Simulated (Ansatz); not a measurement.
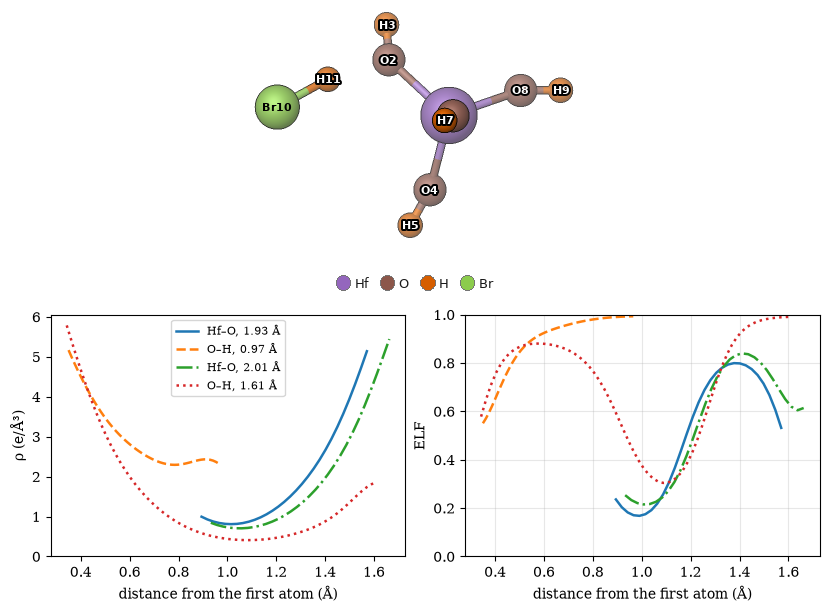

*H$_{4}$HfO$_{4}$···HBr. Electron density and ELF along straight lines between neighbouring atoms. The curves leave out the atomic cores. The structure is drawn too.*

Core potentials replace the inner electrons of Hf.

Computed with RKS PBE/def2-SVP in Ansatz 0.2.0.

```xyz
11

Hf   -0.2338   -0.2971    0.0503
O    -0.0208    0.2035    1.9904
H    -0.3015   -0.1316    2.8578
O     1.5183   -0.5687   -0.7226
H     2.4055   -0.3829   -1.0552
O    -1.1898    1.1153   -0.8595
H    -1.4422    1.9565   -1.2594
O    -1.2526   -1.9437   -0.0289
H    -1.6879   -2.7261   -0.3902
Br    1.6750    2.7978    1.9416
H     0.8519    1.5516    2.1186
```

Compare the contacts.

Answer. Hf–O (1.93 Å): ρ is about 0.84 e/Å³ halfway; the ELF peaks at about 0.80 in the valence shell of O, 0.6 Å from its nucleus, and drops to about 0.15 between the two atoms.
O–H (0.97 Å): ρ at the midpoint is about 3.6 e/Å³; the ELF climbs to about 1 towards the hydrogen, as it does in any bond to H: a covalent bond by its length.
Hf–O (2.01 Å): the density is about 0.72 e/Å³ at the midpoint; the ELF peaks at about 0.85 in the valence shell of O, 0.6 Å from its nucleus, and drops to about 0.20 between the two atoms.
O2···H11 (1.61 Å): the density falls to about 0.41 e/Å³ on the way; the ELF dips to about 0.30 between them.
